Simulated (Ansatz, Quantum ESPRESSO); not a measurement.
# Band edges of honeycomb PN, 1 layer under strain, part 2 of 2

Wanted: deformation of the bands of honeycomb PN, 1 layer, driven from Python.

Quantum ESPRESSO 7.5; plane-wave DFT, PBE, GBRV ultrasoft pseudopotentials; geometry by Ansatz 0.2.0 with PAW datasets.

So far: The starting structure; Geometry from Ansatz.

## 3. Running the series

Under ESM bc1 levels count from the vacuum, or from the mean of the two vacuum levels where the sheet has a dipole, so band edges at unlike strains can be compared.

Level of this step: plane-wave DFT, PBE, GBRV ultrasoft pseudopotentials (Quantum ESPRESSO 7.5).

run.py

```python
import json
import numpy as np
from ase import Atoms
from ase.calculators.espresso import Espresso, EspressoProfile

profile = EspressoProfile(command='mpirun -n 2 pw.x -nk 2', pseudo_dir='../pseudo')
pseudopotentials = {'N': 'n_pbe_v1.2.uspp.F.UPF', 'P': 'p_pbe_v1.5.uspp.F.UPF'}
system = {'ecutwfc': 40, 'ecutrho': 200, 'occupations': 'smearing', 'smearing': 'fd', 'degauss': 0.002}


def calculator(name, kpts, **extra):
    data = dict(control=dict(tprnfor=True, verbosity='high', disk_io='none'),
                system=system | extra,
                electrons=dict(conv_thr=1e-09, mixing_beta=0.4, mixing_mode='plain',
                               electron_maxstep=100))
    return Espresso(profile=profile, directory=name, pseudopotentials=pseudopotentials, kpts=kpts, input_data=data)


def centre(atoms):
    z = atoms.positions[:, 2]
    atoms.positions[:, 2] -= (z.max() + z.min()) / 2  # ESM wants the slab about z = 0
    return atoms

sheet = Atoms(
    ['N', 'P'],
    scaled_positions=[
        [0.6666666667, 0.3333333333, 0.4726634580],
        [0.3333333333, 0.6666666667, 0.5273365420]],
    cell=[
        [2.727993671465, 0.000000000000, 0.000000000000],
        [-1.363996835732, 2.362511820851, 0.000000000000],
        [0.000000000000, 0.000000000000, 15.860000000000]],
    pbc=True)

rows = []
for strain in [-0.03, -0.015, 0.0, 0.015, 0.03]:
    atoms = sheet.copy()
    atoms.set_cell(sheet.cell.array * [[1 + strain], [1 + strain], [1]], scale_atoms=True)
    atoms = centre(atoms)
    atoms.calc = calculator(f's{strain:+.3f}', (18, 18, 1), assume_isolated='esm', esm_bc='bc1', nbnd=9)
    energy = atoms.get_potential_energy()
    levels = np.array([atoms.calc.get_eigenvalues(kpt=i) for i in range(len(atoms.calc.get_ibz_k_points()))])
    top, bottom = levels[:, 4].max(), levels[:, 5].min()
    direct = (levels[:, 5] - levels[:, 4]).min()
    rows.append([strain, energy, top, bottom, direct])
    print(f'strain {strain:+.3f}: E = {energy:.5f} eV, valence top {top:.3f}, conduction bottom {bottom:.3f}, '
          f'gap {bottom - top:.3f}, least direct gap {direct:.3f} eV')

x, energy, top, bottom, direct = np.array(rows).T
area = np.linalg.norm(np.cross(*sheet.cell[:2]))
stiffness = np.polyfit(x, energy, 2)[0] / area * 16.0218  # C11 + C12, heights clamped
print(f'valence and conduction edges move by {np.polyfit(x, top, 1)[0]:.2f} and {np.polyfit(x, bottom, 1)[0]:.2f} eV per unit biaxial strain')
print(f'C11 + C12 with clamped heights: {stiffness:.1f} N/m')
json.dump(dict(rows=rows, stiffness=stiffness), open('result.json', 'w'))
```

Launch:

```sh
OMP_NUM_THREADS=1 python run.py
```

Output:

```text
strain -0.030: E = -484.49548 eV, valence top -7.100, conduction bottom -5.136, gap 1.964, least direct gap 2.709 eV
strain -0.015: E = -484.54989 eV, valence top -7.074, conduction bottom -5.182, gap 1.893, least direct gap 2.625 eV
strain +0.000: E = -484.56803 eV, valence top -7.031, conduction bottom -5.220, gap 1.811, least direct gap 2.545 eV
strain +0.015: E = -484.55422 eV, valence top -6.975, conduction bottom -5.250, gap 1.725, least direct gap 2.471 eV
strain +0.030: E = -484.51232 eV, valence top -6.920, conduction bottom -5.273, gap 1.647, least direct gap 2.403 eV
valence and conduction edges move by 3.06 and -2.29 eV per unit biaxial strain
C11 + C12 with clamped heights: 177.2 N/m
```

Wall time 80 s (2 MPI ranks of Arm Neoverse V2, shared host); peak memory 0.25 GiB.

The input that ASE wrote for the first run, and its log:

```
&CONTROL
   verbosity        = 'high'
   tprnfor          = .true.
   disk_io          = 'none'
   pseudo_dir       = '../pseudo'
/
&SYSTEM
   nbnd             = 9
   ecutwfc          = 40
   ecutrho          = 200
   occupations      = 'smearing'
   degauss          = 0.002
   smearing         = 'fd'
   assume_isolated  = 'esm'
   esm_bc           = 'bc1'
   ntyp             = 2
   nat              = 2
   ibrav            = 0
/
&ELECTRONS
   electron_maxstep = 100
   conv_thr         = 1e-09
   mixing_mode      = 'plain'
   mixing_beta      = 0.4
/
&IONS
/
&CELL
/
&FCP
/
&RISM
/
ATOMIC_SPECIES
N 14.007 n_pbe_v1.2.uspp.F.UPF
P 30.973761998 p_pbe_v1.5.uspp.F.UPF

K_POINTS automatic
18 18 1  0 0 0

CELL_PARAMETERS angstrom
2.64615386132105 0.00000000000000 0.00000000000000
-1.32307693066004 2.29163646622547 0.00000000000000
0.00000000000000 0.00000000000000 15.86000000000000

ATOMIC_POSITIONS angstrom
N 1.3230769308 0.7638788220 -0.4335575561  
P -0.0000000001 1.5277576442 0.4335575561
```

```text
Program PWSCF v.7.5 starts
[citation notice left out]

     Parallel version (MPI & OpenMP), running on       2 processor cores
     Number of MPI processes:                 2
     Threads/MPI process:                     1

     MPI processes distributed on     1 nodes
[... 1 line left out ...]

Warning: card &CELL ignored
Warning: card &FCP ignored
Warning: card &RISM ignored

     Current dimensions of program PWSCF are:
     Max number of different atomic species (ntypx) = 10
     Max number of k-points (npk) =  40000
     Max angular momentum in pseudopotentials (lmaxx) =  4
     Message from routine setup:
     using ibrav=0 with symmetry is DISCOURAGED, use correct ibrav instead

     K-points division:     npool     =       2
     Subspace diagonalization in iterative solution of the eigenvalue problem:
     a serial algorithm will be used

     G-vector sticks info
     --------------------
     sticks:   dense  smooth     PW     G-vecs:    dense   smooth      PW
     Sum         349     283     85                31011    22003    4041

     Using Slab Decomposition

     bravais-lattice index     =            0
     lattice parameter (alat)  =       5.0005  a.u.
     unit-cell volume          =     649.0238 (a.u.)^3
     number of atoms/cell      =            2
     number of atomic types    =            2
     number of electrons       =        10.00
     number of Kohn-Sham states=            9
     kinetic-energy cutoff     =      40.0000  Ry
     charge density cutoff     =     200.0000  Ry
     scf convergence threshold =      1.0E-09
     mixing beta               =       0.4000
     number of iterations used =            8  plain     mixing
     Exchange-correlation=  SLA  PW   PBX  PBC
                           (   1   4   3   4   0   0   0)

     Effective Screening Medium Method
     =================================
     Boundary Conditions: Vacuum-Slab-Vacuum
     total charge in unit cell        =   0.0000
     grid points for fit at edges     =        4

[... 10 lines left out ...]
     PseudoPot. # 1 for N  read from file:
     ../pseudo/n_pbe_v1.2.uspp.F.UPF
     Pseudo is Ultrasoft + core correction, Zval =  5.0
     Generated by new atomic code, or converted to UPF format
     Using radial grid of  729 points,  4 beta functions with:
                l(1) =   0
                l(2) =   0
                l(3) =   1
                l(4) =   1
     Q(r) pseudized with  8 coefficients,  rinner =    0.900   0.900   0.900

     PseudoPot. # 2 for P  read from file:
     ../pseudo/p_pbe_v1.5.uspp.F.UPF
     Pseudo is Ultrasoft + core correction, Zval =  5.0
     Generated by new atomic code, or converted to UPF format
     Using radial grid of  903 points,  6 beta functions with:
                l(1) =   0
                l(2) =   0
                l(3) =   1
                l(4) =   1
                l(5) =   2
                l(6) =   2
[... 397 lines left out ...]

[... 1 line left out ...]

     total energy              =     -35.60976408 Ry
     estimated scf accuracy    <          5.1E-09 Ry

     iteration # 12     ecut=    40.00 Ry     beta= 0.40
[... 1 line left out ...]

---- Real-time Memory Report at c_bands before calling an iterative solver
           121 MiB given to the printing process from OS
            50 MiB allocation reported by mallinfo(arena+hblkhd)
[... 1 line left out ...]
------------------
     c_bands:  1 eigenvalues not converged
     c_bands:  1 eigenvalues not converged
[... 1 line left out ...]

     negative rho (up, down):  1.864E-04 0.000E+00

[... 1 line left out ...]

     End of self-consistent calculation

          k = 0.0000 0.0000 0.0000 (  2653 PWs)   bands (ev):

   -27.4002 -15.3391  -9.3463  -9.3463  -8.0855  -1.5928  -0.5018  -0.1778
     0.4407

     occupation numbers
     1.0000   1.0000   1.0000   1.0000   1.0000   0.0000   0.0000   0.0000
     0.0000

[... 216 lines left out ...]

     the Fermi energy is    -5.7595 ev

!    total energy              =     -35.60976408 Ry
     estimated scf accuracy    <          3.7E-10 Ry
     smearing contrib. (-TS)   =      -0.00000000 Ry
     internal energy E=F+TS    =     -35.60976408 Ry

     The total energy is F=E-TS. E is the sum of the following terms:
     one-electron contribution =      87.43292848 Ry
     hartree contribution      =     -43.33492499 Ry
     xc contribution           =     -11.43196734 Ry
     ewald contribution        =     -68.27580024 Ry

     convergence has been achieved in  12 iterations

     negative rho (up, down):  1.864E-04 0.000E+00

     Forces acting on atoms (cartesian axes, Ry/au):

     atom    1 type  1   force =     0.00000000    0.00000000   -0.01502125
     atom    2 type  2   force =     0.00000000    0.00000000    0.01498282
     The non-local contrib.  to forces
     atom    1 type  1   force =     0.00000000    0.00000000    1.50622280
     atom    2 type  2   force =     0.00000000    0.00000000   -0.58628580
     The ionic contribution  to forces
     atom    1 type  1   force =    -0.00000000    0.00000000  -11.42309726
     atom    2 type  2   force =     0.00000000   -0.00000000   11.42309726
     The local contribution  to forces
     atom    1 type  1   force =    -0.00000000    0.00000000    9.91399907
     atom    2 type  2   force =    -0.00000000    0.00000000  -10.85238930
     The core correction contribution to forces
     atom    1 type  1   force =     0.00000000   -0.00000000   -0.01214014
     atom    2 type  2   force =    -0.00000000    0.00000000    0.03059490
     The Hubbard contrib.    to forces
     atom    1 type  1   force =     0.00000000    0.00000000    0.00000000
     atom    2 type  2   force =     0.00000000    0.00000000    0.00000000
     The SCF correction term to forces
     atom    1 type  1   force =    -0.00000000    0.00000000   -0.00000572
     atom    2 type  2   force =     0.00000000   -0.00000000   -0.00003424

     Total force =     0.021216     Total SCF correction =     0.000035
     Message from routine punch:
     Nothing written, as per user request (disk_io='none')

[... 1 line left out ...]

[... 1 line left out ...]

[... 1 line left out ...]

[... 3 lines left out ...]

[... 1 line left out ...]

[... 2 lines left out ...]

[... 1 line left out ...]

[... 1 line left out ...]

=------------------------------------------------------------------------------=
   JOB DONE.
=------------------------------------------------------------------------------=
```

Read from the output:

* biaxial stiffness: 177.2 N/m

Band edge from the vacuum level against biaxial strain:

```csv
biaxial strain (%),valence top (eV),conduction bottom (eV)
-3.00,-7.1,-5.14
-1.50,-7.07,-5.18
0.00,-7.03,-5.22
1.50,-6.98,-5.25
3.00,-6.92,-5.27
```

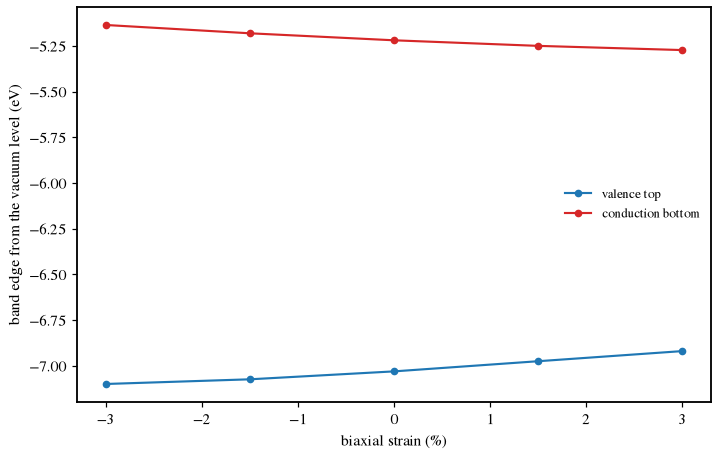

Band edge from the vacuum level against biaxial strain.

The gap by biaxial strain:

```csv
biaxial strain (%),on the mesh (eV),least direct (eV)
-3.00,1.96,2.71
-1.50,1.89,2.62
0.00,1.81,2.54
1.50,1.73,2.47
3.00,1.65,2.40
```

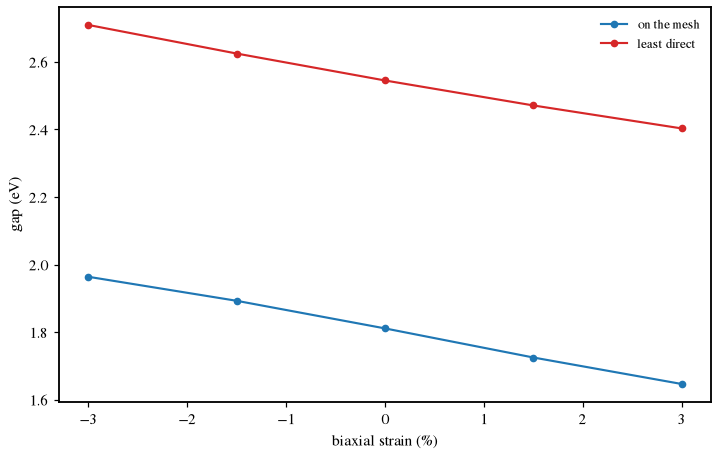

Gap against biaxial strain.

Table of energy over the lowest by biaxial strain:

```csv
biaxial strain (%),energy over the lowest (meV)
-3.00,72.6
-1.50,18.1
0.00,0
1.50,13.8
3.00,55.7
```

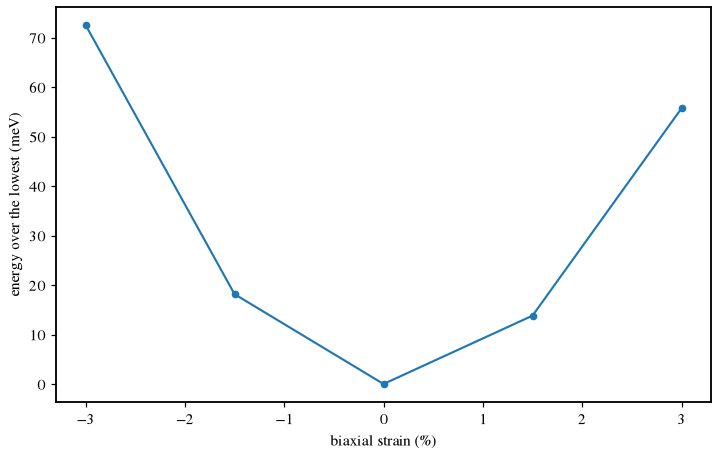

Energy over the lowest against biaxial strain.

## 4. The script: vdW-DF-cx, GBRV ultrasoft

Level of this step: plane-wave DFT, vdW-DF-cx, GBRV ultrasoft pseudopotentials made under PBE (Quantum ESPRESSO 7.5). input_dft overrides the functional of the files.

run.py, as its differences from the input of step 3:

```diff
@@ -7,3 +7,3 @@
 pseudopotentials = {'N': 'n_pbe_v1.2.uspp.F.UPF', 'P': 'p_pbe_v1.5.uspp.F.UPF'}
-system = {'ecutwfc': 40, 'ecutrho': 200, 'occupations': 'smearing', 'smearing': 'fd', 'degauss': 0.002}
+system = {'ecutwfc': 40, 'ecutrho': 200, 'input_dft': 'vdw-df-cx', 'occupations': 'smearing', 'smearing': 'fd', 'degauss': 0.002}
```

Launch:

```sh
OMP_NUM_THREADS=1 python run.py
```

Output:

```text
strain -0.030: E = -484.21691 eV, valence top -7.214, conduction bottom -5.249, gap 1.965, least direct gap 2.708 eV
strain -0.015: E = -484.26259 eV, valence top -7.187, conduction bottom -5.293, gap 1.894, least direct gap 2.624 eV
strain +0.000: E = -484.27202 eV, valence top -7.145, conduction bottom -5.330, gap 1.815, least direct gap 2.544 eV
strain +0.015: E = -484.24948 eV, valence top -7.087, conduction bottom -5.359, gap 1.729, least direct gap 2.470 eV
strain +0.030: E = -484.19889 eV, valence top -7.030, conduction bottom -5.380, gap 1.650, least direct gap 2.402 eV
valence and conduction edges move by 3.11 and -2.18 eV per unit biaxial strain
C11 + C12 with clamped heights: 177.2 N/m
```

Elapsed: 3.8 min, on 2 MPI ranks; peak memory 0.26 GiB; 7.5 min of CPU time.

Band edge from the vacuum level against biaxial strain:

| biaxial strain (%) | valence top (eV) | conduction bottom (eV) |
| --- | --- | --- |
| -3.00 | -7.21 | -5.25 |
| -1.50 | -7.19 | -5.29 |
| 0.00 | -7.14 | -5.33 |
| 1.50 | -7.09 | -5.36 |
| 3.00 | -7.03 | -5.38 |

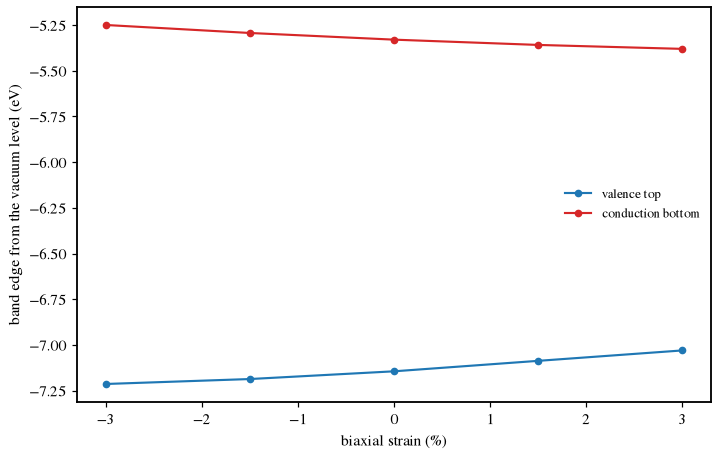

Band edge from the vacuum level, plotted against biaxial strain.

The gap by biaxial strain:

| biaxial strain (%) | on the mesh (eV) | least direct (eV) |
| --- | --- | --- |
| -3.00 | 1.96 | 2.71 |
| -1.50 | 1.89 | 2.62 |
| 0.00 | 1.81 | 2.54 |
| 1.50 | 1.73 | 2.47 |
| 3.00 | 1.65 | 2.40 |

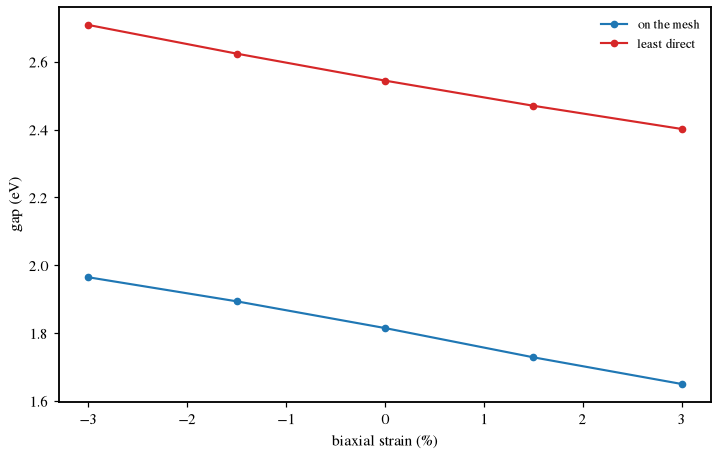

Gap, plotted against biaxial strain.

Table of energy over the lowest by biaxial strain:

```csv
biaxial strain (%),energy over the lowest (meV)
-3.00,55.1
-1.50,9.43
0.00,0
1.50,22.5
3.00,73.1
```

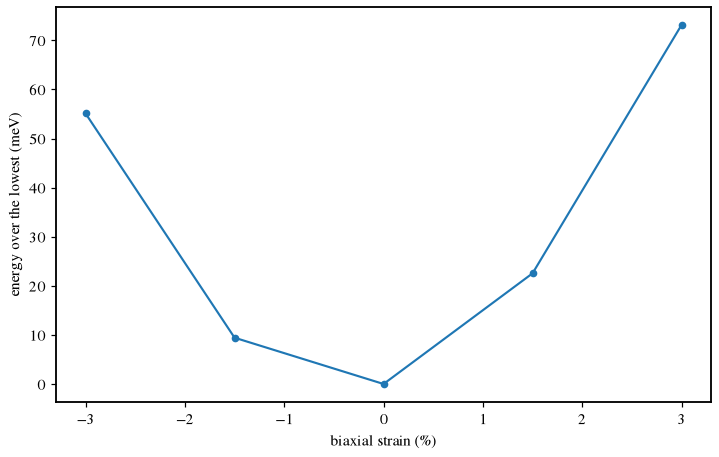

Energy over the lowest, plotted against biaxial strain.

## 5. The arithmetic

Under equal strain ε in the plane, E = A (C11 + C12) ε². From the points at ±1.5 %: d²E/dε² = (18.15 + 13.82 − 2 × 0.00) meV / 0.015² = 142 eV, and 142/(2 × 6.445 Å²) × 16.02 = 177 N/m.

## 6. Outcome

```json
{
  "C11 + C12, heights clamped, PBE, GBRV ultrasoft": "177 N/m",
  "gap on the mesh at zero strain, PBE, GBRV ultrasoft": "1.81 eV",
  "valence top below the mean of the two vacuum levels at zero strain, PBE, GBRV ultrasoft": "7.03 eV",
  "shift of the valence top per unit biaxial strain, PBE, GBRV ultrasoft": "3.1 eV",
  "shift of the conduction bottom per unit biaxial strain, PBE, GBRV ultrasoft": "-2.3 eV",
  "C11 + C12, heights clamped, vdW-DF-cx, GBRV ultrasoft (made under PBE)": "177 N/m",
  "gap on the mesh at zero strain, vdW-DF-cx, GBRV ultrasoft (made under PBE)": "1.81 eV",
  "valence top below the mean of the two vacuum levels at zero strain, vdW-DF-cx, GBRV ultrasoft (made under PBE)": "7.14 eV",
  "shift of the valence top per unit biaxial strain, vdW-DF-cx, GBRV ultrasoft (made under PBE)": "3.1 eV",
  "shift of the conduction bottom per unit biaxial strain, vdW-DF-cx, GBRV ultrasoft (made under PBE)": "-2.2 eV"
}
```

The sheet's biaxial stiffness comes to 177 N/m and its gap at zero strain to 1.81 eV (PBE, GBRV ultrasoft). From −3 % to +3 % the gap on the mesh goes from 1.96 to 1.65 eV; it is indirect at every strain. Heights are clamped under strain, which makes a sheet with several atomic planes too stiff. Semilocal gaps are too small. The sheet carries a dipole, so the two faces have unlike vacuum levels and the zero lies between them.

[Logs are printed without paths, hosts, clocks, repeated set-up lines and the standing remarks that a program may print on its own settings, such as how far it seeks lower states.]

[Hosts, paths, dates, database ids (printed as entryN), source tags and the programs' standing remarks are cut or masked in the printed files.]

[Maps of the electrostatic potential energy from Ansatz leave out the sawtooth potential of an applied field or a dipole correction, so their vacuum need not be flat; planar profiles and work functions include it.]
